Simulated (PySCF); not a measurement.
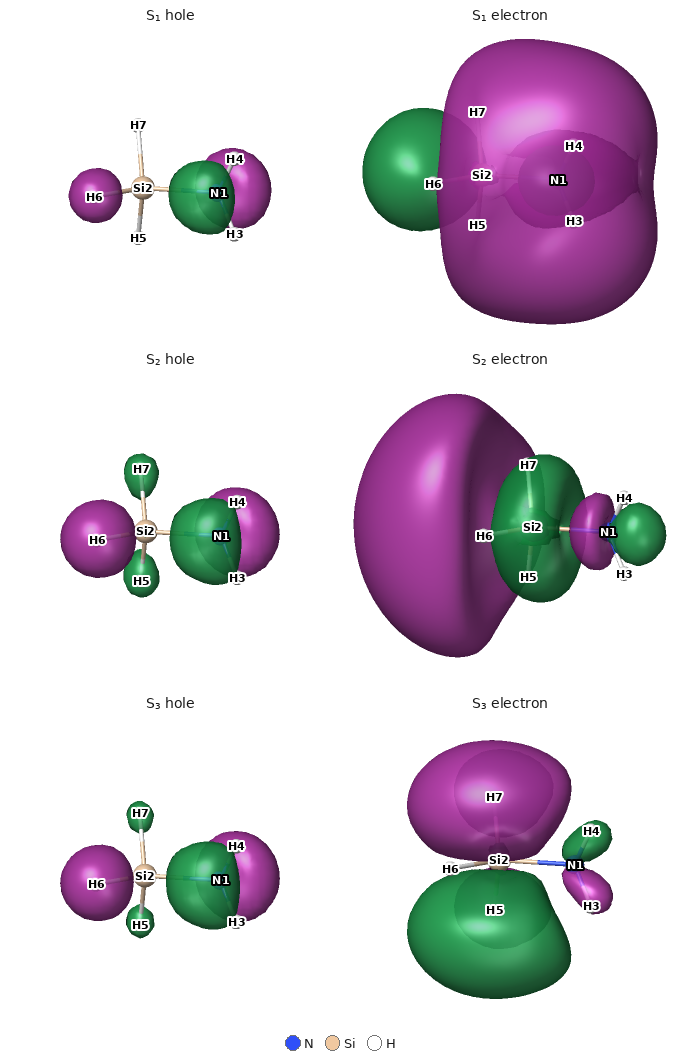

Figure. H₅NSi, SMILES `N[SiH3]`. Leading natural transition orbitals (full linear response singlet states).

Method: M06-2X/def2-SVPD; geometry: GFN2-xTB; program: PySCF. No frequency check shows the geometry to be a minimum.

Cartesian coordinates (Å):

```
N1      -1.1407    0.0003    0.0682
Si2      0.5808    0.0004   -0.0022
H3      -1.6365   -0.8246   -0.2298
H4      -1.6375    0.8202   -0.2404
H5       0.9868   -1.2149    0.6985
H6       1.1558   -0.0144   -1.3572
H7       0.9854    1.2255    0.6826
```

Describe these excited states.

Answer. By state:
- S₁: 6.37 eV (195 nm), f = 0.015, partly diffuse acceptor orbital; the leading pair carries 99 %; hole on N1 (60 %), Si2 (14 %) and H6 (10 %), electron on Si2 (35 %), H3 and H4 (18 % each) and N1 (13 %) (atom shares of so diffuse an orbital are rough); their centroids lie 0.3 Å apart.
- S₂: 7.70 eV (161 nm), f = 0.022, diffuse (Rydberg-like) orbital; the leading pair carries 99 %; hole on N1 (52 %), Si2 (17 %) and H6 (15 %), electron on Si2 (52 %), H6 (14 %) and H5 and H7 (11 % each) (atom shares of so diffuse an orbital are rough); their centroids lie 2.1 Å apart.
- S₃: 7.89 eV (157 nm), f = 0.003, partly diffuse acceptor orbital; the leading pair carries 99 %; hole on N1 (55 %), Si2 (16 %) and H6 (14 %), electron on Si2 (52 %), H6 (14 %) and H5 and H7 (10 % each) (atom shares of so diffuse an orbital are rough); their centroids lie 1.0 Å apart.
